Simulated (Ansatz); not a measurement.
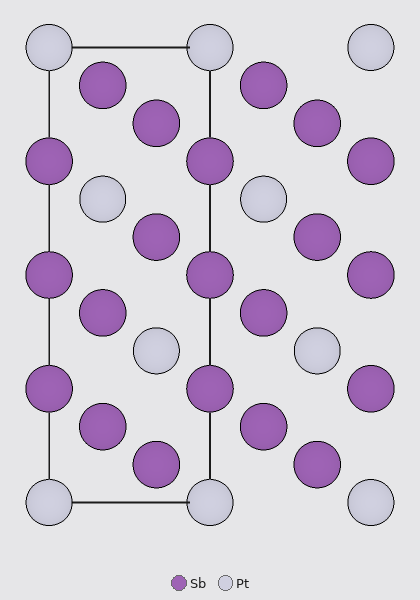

The picture looks along a close-packed row of the hexagonal mesh; [111] points upwards. Every atom sits on one of the three columns of the mesh; call them A, B, C in the order in which they first turn up. The box is the hexagonal cell of the face-centred cubic lattice. The sequence starts with the first layer at or above the cell's origin.

The compound is Sb3Pt, taken as coordinates from a relaxation with DFT PBE, scalar-relativistic, plane waves, PAW in Ansatz 0.2.0; the starting structure was generated, so it need not be a known form of this composition.

> Read off the stacking sequence over one period.

Pt(A) – Sb(B) – Sb(C) – Sb(A) – Pt(B) – Sb(C) – Sb(A) – Sb(B) – Pt(C) – Sb(A) – Sb(B) – Sb(C) (twelve layers in 12.48 Å).

Heights of the layers:

```csv
layer,atoms (column),height (Å),to next (Å)
1,Pt(A),0.00,1.04
2,Sb(B),1.04,1.04
3,Sb(C),2.08,1.04
4,Sb(A),3.12,1.04
5,Pt(B),4.16,1.04
6,Sb(C),5.20,1.04
7,Sb(A),6.24,1.04
8,Sb(B),7.28,1.04
9,Pt(C),8.32,1.04
10,Sb(A),9.36,1.04
11,Sb(B),10.40,1.04
12,Sb(C),11.44,1.04
```
